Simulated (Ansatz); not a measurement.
Partial pair distribution functions of a relaxed model of amorphous Hf18O39Al2, broadened by 0.06 Å; density 8.69 g/cm³. Level of theory: PBE, scalar-relativistic without spin-orbit coupling (plane waves to 420 eV, PAW; Ansatz, a first-principles code).

It comes from a melt-quench run on a machine-learned potential (CHGNet), relaxed afterwards by DFT. O atoms were pushed apart under 1.9 Å during the dynamics, to hinder bonds among them. The hot cell started wider than the set density and was brought back towards it in steps. It is the lowest in DFT energy of 2 quenches. It is a model cell: composition and starting density were chosen by hand, and all elements were melted together. No dispersion term was used. Its density started from a set value of 8.56 and ended at 8.69 g/cm³. Cooling (nominally 450 K/ps over its main leg) ran many orders faster than in experiment, which tends to leave more defects and strain. One small periodic cell is one sample of the glass; other quenches scatter about these values. Volume and shape were free in the relaxation.

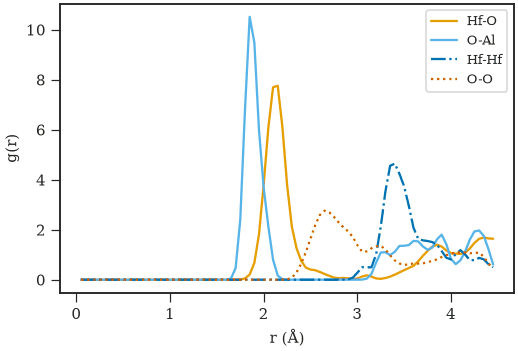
Partial pair distribution functions

Highest peaks under 4.5 Å: Hf-O near 2.15 Å, O-Al near 1.85 Å, Hf-Hf near 3.40 Å, O-O near 2.65 Å; pairs of few atoms are noisy.

Within 2.80 Å each Hf has 6.78 O neighbours on average.
